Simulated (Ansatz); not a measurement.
# Run report: BH₃S₂, nudged elastic band

BH₃S₂, computed with RKS PBE0-D4/def2-SVP (Ansatz 0.2.0).

Figures and captions count atoms from 1; the log counts them from 0 in places.

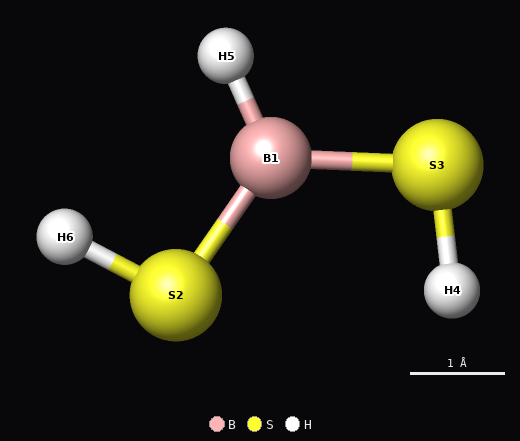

**Figure 1.** The structure as given in the input (ball-and-stick view, seen on its broad side; atoms are numbered from 1 in the order of the input). Bond lengths as drawn: B–H 1.19 Å, B–S 1.78 to 1.79 Å and H–S 1.34 to 1.35 Å.

**Input**
```yaml
crystal:
  periodic: [false, false, false]
  atoms:
    - {symbol: B, position_ang: [-0.402669, -0.017985, -0.202415]}
    - {symbol: S, position_ang: [0.598867, -0.669210, 1.126001]}
    - {symbol: S, position_ang: [0.198329, 1.220239, -1.336613]}
    - {symbol: H, position_ang: [1.437188, 1.378378, -0.835939]}
    - {symbol: H, position_ang: [-1.518255, -0.393574, -0.376738]}
    - {symbol: H, position_ang: [-0.313460, -1.517849, 1.625604]}
basis:
  gaussian: {orbitals: def2-SVP}
hamiltonian: {xc: pbe0, dispersion: d4}
neb:
  images: 5
  climbing: true
  max_iterations: 40
  initial_path: idpp
  final_atoms:
    - {symbol: B, position_ang: [-1.095474, 0.374909, -1.077912]}
    - {symbol: S, position_ang: [0.953337, -1.118242, 1.194755]}
    - {symbol: S, position_ang: [-0.551913, 1.882612, -1.094669]}
    - {symbol: H, position_ang: [1.729879, -0.441384, 0.335181]}
    - {symbol: H, position_ang: [-1.533211, -0.713711, -1.105433]}
    - {symbol: H, position_ang: [0.497382, 0.015814, 1.747979]}
```

Run on 2 threads of Arm Neoverse N1, 23 GiB of memory available, shared host.

Run as:
```bash
ansatz run in.yaml --threads 2 --pin off --events-out ev --progress --plain --max-ram 4352MiB
```

**Log**
```
Functional definition: PBE0
  name "PBE0"
  cite "Adamo & Barone, J. Chem. Phys. 110, 6158 (1999) doi:10.1063/1.478522"
  cite "Perdew, Burke & Ernzerhof, Phys. Rev. Lett. 77, 3865 (1996) doi:10.1103/PhysRevLett.77.3865"
  parent pbe
  parameter a = 0.25
  parameter kappa = 0.804
  parameter beta = 0.06672455060314922
  exchange = (1 - a)*pbe_x(kappa = kappa, mu = beta*pi^2/3) + a*exact_x
  correlation = pbe_c(beta = beta)
672 factors; integrals over basis functions are off by at most 3.0e-4 eV
mean field evaluation 1: about -22380.6298 eV, gradient 1.6e1 eV
mean field evaluation 2: about -22380.5457 eV, gradient 1.7e1 eV
mean field evaluation 4: about -22381.5301 eV, gradient 4.9e-1 eV
mean field evaluation 8: about -22381.5584 eV, gradient 2.9e-2 eV
mean field evaluation 16: about -22381.5584 eV, gradient 2.8e-5 eV
mean field -22381.55842141 eV, -822.5071012218 hartree, gradient 2.8e-5 eV, S^2 0.000000; 0 other end points of the search recorded, 0 dependent functions left out
the calculation of the forces begins
reference -22381.55844204 eV, -822.5071019796 hartree; 20, 20 occupied and 45, 45 virtual orbitals, 672 factors
676 factors; integrals over basis functions are off by at most 8.5e-4 eV
mean field -22380.07466169 eV, -822.4525740576 hartree, gradient 4.4e-5 eV, S^2 0.000000; 0 other end points of the search recorded, 0 dependent functions left out
[... from here on the field's lines of each further geometry are left out, up to the last ...]
WARN: NEB end point (image 0): max|allowed force component| = 3.070e-1 eV/Å (the criterion of neb.relax_end_points is 1.000e-2). That is over neb.f_tol: it is no minimum, so the barrier can be far off. Relax it first
WARN: NEB end point (image 6): max|allowed force component| = 3.727e-1 eV/Å (the criterion of neb.relax_end_points is 1.000e-2). That is over neb.f_tol: it is no minimum, so the barrier can be far off. Relax it first
NEB iter   1: max|band force component| = 2.729e0 eV/Å  barrier→ = 5.0801 eV  barrier← = 3.5862 eV  Δτ_max = 0.2000 Å  (186 SCF iters)
NEB iter   2: max|band force component| = 2.650e0 eV/Å  barrier→ = 3.8867 eV  barrier← = 2.3927 eV  Δτ_max = 0.2000 Å  (154 SCF iters)
NEB iter   3: max|band force component| = 1.980e0 eV/Å  barrier→ = 2.8760 eV  barrier← = 1.3821 eV  Δτ_max = 0.2000 Å  (147 SCF iters)
NEB iter   4: max|band force component| = 1.677e0 eV/Å  barrier→ = 2.1637 eV  barrier← = 0.6698 eV  Δτ_max = 0.1941 Å  (147 SCF iters)
NEB iter   5: max|band force component| = 1.637e0 eV/Å  barrier→ = 1.9443 eV  barrier← = 0.4504 eV  Δτ_max = 0.1748 Å  (144 SCF iters)
NEB iter   6: max|band force component| = 1.290e0 eV/Å  barrier→ = 1.9221 eV  barrier← = 0.4281 eV  Δτ_max = 0.1919 Å  (145 SCF iters)
NEB iter   7: max|band force component| = 7.572e-1 eV/Å  barrier→ = 1.9140 eV  barrier← = 0.4201 eV  Δτ_max = 0.1960 Å  (151 SCF iters)
NEB iter   8: max|band force component| = 5.176e-1 eV/Å  barrier→ = 1.9137 eV  barrier← = 0.4198 eV  Δτ_max = 0.2000 Å  (147 SCF iters)
NEB iter   9: max|band force component| = 1.140e0 eV/Å  barrier→ = 1.8461 eV  barrier← = 0.3522 eV  Δτ_max = 0.1005 Å  (148 SCF iters)
NEB iter  10: max|band force component| = 1.566e0 eV/Å  barrier→ = 1.7284 eV  barrier← = 0.2344 eV  Δτ_max = 0.0502 Å  (146 SCF iters)
NEB iter  11: max|band force component| = 1.224e0 eV/Å  barrier→ = 1.7330 eV  barrier← = 0.2391 eV  Δτ_max = 0.0500 Å  (147 SCF iters)
NEB iter  12: max|band force component| = 9.354e-1 eV/Å  barrier→ = 1.7403 eV  barrier← = 0.2464 eV  Δτ_max = 0.0992 Å  (146 SCF iters)
NEB iter  13: max|band force component| = 5.548e-1 eV/Å  barrier→ = 1.7393 eV  barrier← = 0.2454 eV  Δτ_max = 0.0999 Å  (145 SCF iters)
NEB iter  14: max|band force component| = 5.009e-1 eV/Å  barrier→ = 1.7664 eV  barrier← = 0.2725 eV  CI = image 4  Δτ_max = 0.0990 Å  (145 SCF iters)
NEB iter  15: max|band force component| = 1.402e0 eV/Å  barrier→ = 1.9419 eV  barrier← = 0.4480 eV  CI = image 4  Δτ_max = 0.0500 Å  (146 SCF iters)
NEB iter  16: max|band force component| = 1.680e0 eV/Å  barrier→ = 2.0297 eV  barrier← = 0.5357 eV  CI = image 4  Δτ_max = 0.1002 Å  (148 SCF iters)
NEB iter  17: max|band force component| = 1.858e0 eV/Å  barrier→ = 2.1660 eV  barrier← = 0.6721 eV  CI = image 4  Δτ_max = 0.1995 Å  (145 SCF iters)
NEB iter  18: max|band force component| = 2.055e0 eV/Å  barrier→ = 2.3198 eV  barrier← = 0.8258 eV  CI = image 4  Δτ_max = 0.1974 Å  (139 SCF iters)
NEB iter  19: max|band force component| = 2.107e0 eV/Å  barrier→ = 2.4135 eV  barrier← = 0.9196 eV  CI = image 4  Δτ_max = 0.1960 Å  (138 SCF iters)
NEB iter  20: max|band force component| = 2.076e0 eV/Å  barrier→ = 2.4802 eV  barrier← = 0.9863 eV  CI = image 4  Δτ_max = 0.2000 Å  (142 SCF iters)
NEB iter  21: max|band force component| = 1.964e0 eV/Å  barrier→ = 2.3742 eV  barrier← = 0.8803 eV  CI = image 4  Δτ_max = 0.2000 Å  (140 SCF iters)
NEB iter  22: max|band force component| = 2.134e0 eV/Å  barrier→ = 2.0162 eV  barrier← = 0.5223 eV  CI = image 4  Δτ_max = 0.2000 Å  (145 SCF iters)
NEB iter  23: max|band force component| = 1.192e0 eV/Å  barrier→ = 1.7818 eV  barrier← = 0.2879 eV  CI = image 4  Δτ_max = 0.2000 Å  (144 SCF iters)
NEB iter  24: max|band force component| = 9.582e-1 eV/Å  barrier→ = 1.9763 eV  barrier← = 0.4824 eV  CI = image 4  Δτ_max = 0.1299 Å  (149 SCF iters)
NEB iter  25: max|band force component| = 5.383e-1 eV/Å  barrier→ = 1.9271 eV  barrier← = 0.4331 eV  CI = image 4  Δτ_max = 0.0455 Å  (148 SCF iters)
NEB iter  26: max|band force component| = 1.141e-1 eV/Å  barrier→ = 1.9146 eV  barrier← = 0.4206 eV  CI = image 4  Δτ_max = 0.0206 Å  (123 SCF iters)
NEB iter  27: max|band force component| = 9.832e-2 eV/Å  barrier→ = 1.9140 eV  barrier← = 0.4200 eV  CI = image 4  Δτ_max = 0.0208 Å  (142 SCF iters)
the calculation of the forces begins
reference -22381.22224922 eV, -822.4947471215 hartree; 20, 20 occupied and 45, 45 virtual orbitals, 672 factors
these checks for a lower state are left out or cut short: stability, starts, cluster_reference, orbital_swaps, neighbouring_geometries, increment
674 factors; integrals over basis functions are off by at most 9.5e-4 eV
mean field -22379.64498940 eV, -822.4367838923 hartree, gradient 2.3e-6 eV, S^2 0.000000; 0 other end points of the search recorded, 0 dependent functions left out
the calculation of the forces begins
reference -22379.64500913 eV, -822.4367846171 hartree; 20, 20 occupied and 45, 45 virtual orbitals, 674 factors
NEB iter  28: max|band force component| = 3.330e-2 eV/Å  barrier→ = 1.9139 eV  barrier← = 0.4199 eV  CI = image 4  Δτ_max = 0.0000 Å  (1388 SCF iters)
```

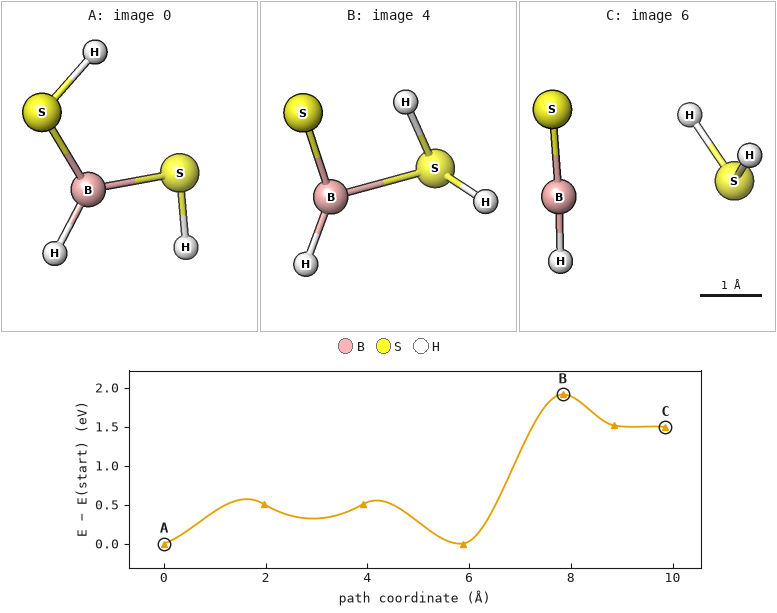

**Figure 2.** Images of the last band (counted from 0; ball-and-stick, seen at a tilt) above the energy along the path; the line is a cubic interpolation that uses the forces. The highest image is number 4, 1.914 eV above the start and 0.420 eV above the end (the climbing image); the end lies 1.494 eV above the start. The path is 9.86 Å long. The band converged in 28 iterations. The end points carry forces over 0.1 eV/Å, so they aren't fully relaxed minima and the barriers are approximate.

```
Total energy: -22379.74875372 eV, -822.4405971606 hartree
Atom 0 at    -0.593440    -0.081987    -0.619305 Å, force     0.002946     0.032271     0.003632 eV/Å
Atom 1 at     1.010230    -0.683684     0.448464 Å, force     0.002550    -0.022365     0.004758 eV/Å
Atom 2 at    -0.433694     1.607904    -0.813614 Å, force    -0.007299    -0.031763     0.001078 eV/Å
Atom 3 at     0.972219     0.789240     0.257863 Å, force    -0.001745     0.015923    -0.005554 eV/Å
Atom 4 at    -1.359381    -0.954519    -0.932976 Å, force     0.003585     0.004767    -0.003516 eV/Å
Atom 5 at     0.404066    -0.676955     1.659467 Å, force    -0.000037     0.001167    -0.000399 eV/Å
Dipole moment:     0.291269    -0.468869     0.534145 e Å
```

**The last band as extended XYZ (Å, eV, eV/Å)**
```
6
Properties=species:S:1:pos:R:3:forces:R:3 image=0 energy=-22381.66259
B    -0.4027   -0.0180   -0.2024    0.2084   0.0763   0.0255
S     0.5989   -0.6692    1.1260    0.2035   0.0798   0.0185
S     0.1983    1.2202   -1.3366   -0.1622   0.0452  -0.1438
H     1.4372    1.3784   -0.8359    0.1905   0.0245   0.0767
H    -1.5183   -0.3936   -0.3767   -0.3070  -0.0960  -0.0567
H    -0.3135   -1.5178    1.6256   -0.1332  -0.1297   0.0798
6
Properties=species:S:1:pos:R:3:forces:R:3 image=1 energy=-22381.15310
B    -0.5159   -0.2828   -0.3917    0.0052   0.0099  -0.0028
S     0.3659   -1.3168    0.8164   -0.3964   0.2949   0.3218
S    -0.0738    1.4599   -0.6302    0.3584  -0.2764  -0.2979
H     1.2605    1.1954   -0.4840   -0.4247   0.3179   0.3441
H    -1.4103   -0.7571   -1.0439    0.0010  -0.0025  -0.0032
H     0.3737   -0.2985    1.7333    0.4565  -0.3438  -0.3619
6
Properties=species:S:1:pos:R:3:forces:R:3 image=2 energy=-22381.15513
B    -0.4880   -0.3076   -0.4074    0.0083  -0.0096   0.0059
S    -0.2006   -0.9283    1.2790    0.4222  -0.2357  -0.3309
S     0.4318    1.1141   -1.0533   -0.3928   0.2234   0.2931
H     0.3999    1.7542    0.1551    0.4601  -0.2568  -0.3407
H    -1.2977   -0.8508   -1.1143   -0.0069   0.0013   0.0060
H     1.1546   -0.7816    1.1407   -0.4909   0.2775   0.3667
6
Properties=species:S:1:pos:R:3:forces:R:3 image=3 energy=-22381.66119
B    -0.3808   -0.1179   -0.2522    0.0030   0.0112   0.0410
S     0.7557   -0.5858    1.0520   -0.0164  -0.0078   0.0440
S    -0.1296    1.3822   -1.1908    0.0389  -0.0263  -0.0116
H     0.9999    1.7888   -0.5641   -0.0211   0.0586  -0.0518
H    -1.3406   -0.7876   -0.5296   -0.0089   0.0164   0.0045
H     0.0954   -1.6797    1.4846    0.0045  -0.0521  -0.0261
6
Properties=species:S:1:pos:R:3:forces:R:3 image=4 energy=-22379.74873
B    -0.5934   -0.0820   -0.6193    0.0029   0.0323   0.0036
S     1.0102   -0.6837    0.4485    0.0026  -0.0224   0.0048
S    -0.4337    1.6079   -0.8136   -0.0073  -0.0318   0.0011
H     0.9722    0.7892    0.2579   -0.0017   0.0159  -0.0056
H    -1.3594   -0.9545   -0.9330    0.0036   0.0048  -0.0035
H     0.4041   -0.6770    1.6595    0.0000   0.0012  -0.0004
6
Properties=species:S:1:pos:R:3:forces:R:3 image=5 energy=-22380.14673
B    -1.0439    0.1315   -0.9342   -0.0656   0.0279  -0.0456
S     1.3750   -0.7503    0.6655    0.0471  -0.0166   0.0391
S    -0.9277    1.7426   -0.8993   -0.0594   0.0272  -0.0274
H     1.3342    0.5875    0.4871    0.0638  -0.0410   0.0309
H    -1.2769   -1.0283   -1.0423    0.0029  -0.0054  -0.0130
H     0.5393   -0.6829    1.7231    0.0111   0.0078   0.0160
6
Properties=species:S:1:pos:R:3:forces:R:3 image=6 energy=-22380.16866
B    -1.2332    0.1629   -0.9773    0.0487   0.0299   0.0484
S     1.3966   -0.9072    0.9019    0.0378  -0.2732  -0.0461
S    -1.3130    1.7197   -0.6047   -0.0199   0.3269   0.0759
H     1.7867    0.2029    0.2573    0.0618   0.1753  -0.0910
H    -1.2202   -0.9694   -1.2858   -0.0102  -0.3727  -0.1133
H     0.5832   -0.2089    1.7086   -0.1182   0.1137   0.1261
```

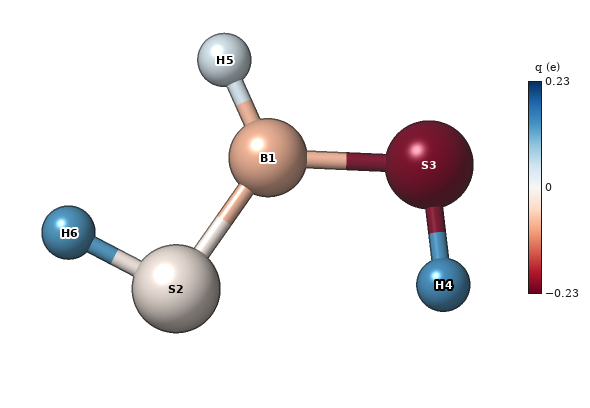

**Figure 3.** Mulliken charges, as the colour of each atom (ball-and-stick view, seen on its broad side; atoms are numbered from 1 in the order of the input). By element: B −0.08, S −0.22 to −0.02 and H +0.04 to +0.14 e.

**Key numbers**

| quantity | value |
| --- | --- |
| outcome | converged |
| barrier, forward | 1.914 eV |
| barrier, backward | 0.420 eV |
| dipole moment (one image of the band) | 3.69 D |
| wall time | 4.5 min (CPU time 8.5 min) |
| peak memory | 0.36 GiB |
